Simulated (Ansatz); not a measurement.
Band structure of TiNb (Cmmm, 2 atoms in the cell).

```
TiNb
1.0
    1.64101    -2.31805     0.00000
    1.64101     2.31805     0.00000
    0.00000     0.00000     4.64595
Ti Nb
1 1
Direct
  0.50000   0.50000   0.50000
  0.00000   0.00000   0.00000
```

Level of theory: PBEsol, PAW files made with PBE (plane waves; Ansatz, a first-principles code).

Settings: basis.ecutwfc = 420 eV; kpoints.mp_grid.grid = 12 12 7; hamiltonian.xc = pbesol; hamiltonian.pseudopotentials = {kind: paw} (the program's default PAW files); scf.occupations.method = gaussian; scf.occupations.width = 0.272 eV; kpoints.band_path.npoints = 8.

The starting cell comes from a database of computed structures (which also holds hypothetical and non-ambient phases and stackings), without a prior relaxation at this level. Spin polarisation is off.

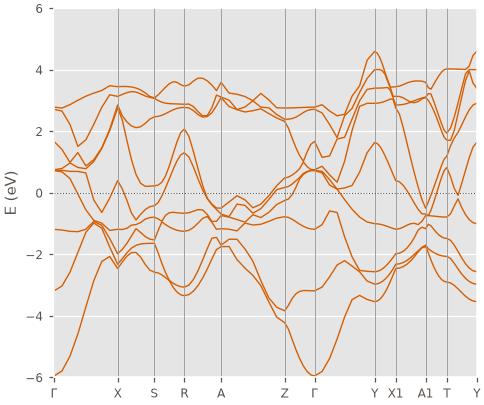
*Bands along the path, energies from the Fermi level.*

Levels in eV from the Fermi level, bands 9 to 16:
```
point      9     10     11     12     13     14    15    16
-----  -----  -----  -----  -----  -----  -----  ----  ----
Γ      -5.95  -3.18  -1.18   0.73   0.73   0.75  1.67  2.72
X      -2.46  -2.32  -1.98  -1.18   0.40   2.76  2.86  3.14
S      -2.58  -1.64  -1.53  -0.79  -0.42   0.23  2.47  3.07
R      -3.34  -3.06  -1.25  -0.66   1.31   2.08  2.78  2.88
A      -1.75  -1.70  -1.16  -0.74  -0.69  -0.50  3.10  3.12
Z      -4.22  -3.83  -0.77  -0.24   0.18   0.49  2.32  2.39
Y      -3.53  -2.97  -2.56  -1.00   1.64   2.91  3.40  4.01
X1     -2.46  -2.32  -1.98  -1.18   0.40   2.76  2.86  3.14
A1     -1.75  -1.70  -1.16  -0.74  -0.69  -0.50  3.10  3.12
T      -2.90  -2.06  -1.48  -0.79   0.83   1.19  1.72  1.94
```

Bands cross the Fermi level along this path, so the cell is metallic at this level.

Keys are those of Ansatz 0.2.
